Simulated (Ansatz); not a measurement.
The figure comes from a scan of MgO (rock salt): the crystal slips on the {100} plane by s times a lattice vector of 4.20 Å, no atom relaxing, γ being the energy change per area. The numbers are results of r2SCAN (plane waves to 500 eV, PAW, scalar-relativistic; Ansatz, a first-principles code), not measurements. k mesh 10×10×10 (Γ-centred), Fermi-Dirac smearing 0.05 eV. E is the zero-smearing estimate. Faults lie only 6.3 Å apart, and holding the cell height and the atoms raises γ above its relaxed value. Left out: 1 of 12 points, with atoms too close for the PAW data. MgO was relaxed with its symmetry unable to fall. The zero of γ is zero shift.

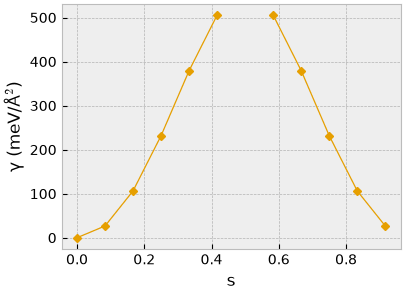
Figure. γ (meV/Å²) against s; computed points joined by lines.

Q: List the plotted points as numbers.

A: To the nearest 10:

```tsv
s	γ (meV/Å²)
0.000	0
0.083	30
0.167	110
0.250	230
0.333	380
0.417	510
0.583	510
0.667	380
0.750	230
0.833	110
0.917	30
```

(The slope of γ gives the shear force per area between the displaced halves; near zero shift its curvature is an elastic stiffness.)
